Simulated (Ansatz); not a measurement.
TiB2: Hf on a Ti site, symmetric start

Take a 12-atom supercell of TiB2 (space group P6/mmm, No. 191; a = 3.032 Å, c = 3.224 Å) at its relaxed geometry as the base.

Modification: one Ti atom is replaced by Hf, atoms relaxed at fixed cell.

Computed with PBE/PAW in Ansatz (an electronic-structure program), no spin-orbit coupling, earlier PAW set. Γ-centred 12×12×12 mesh, Fermi–Dirac width 0.05 eV.

The energy gained by relaxation is 0.07 eV and the largest displacement of a host atom from its site in the perfect cell comes out as 0.03 Å. The mean distance from the defect site to its nearest host atoms goes up by 0.04 bohr, from 4.50 bohr to 4.54 bohr.

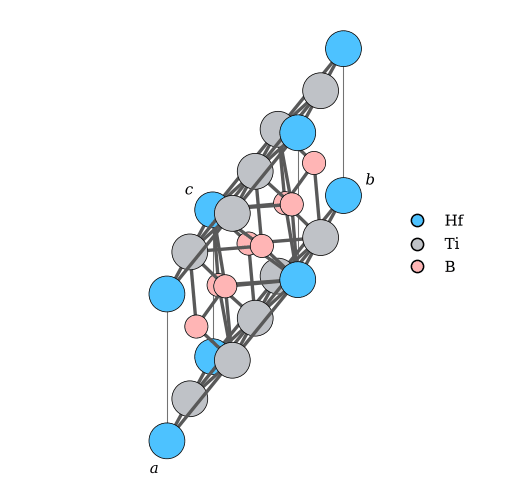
*The relaxed cell after the change*

Cost of the whole job for the changed cell (relaxation, final SCF and bands): roughly 110 core-seconds.

The cell is small, so the values are those of an ordered compound at a high defect concentration; dilute-limit values will differ. The defect started on the symmetric site and kept its symmetry, so it may sit on a saddle. The final runs are not spin-polarised. The defect cell is not spin-polarised.
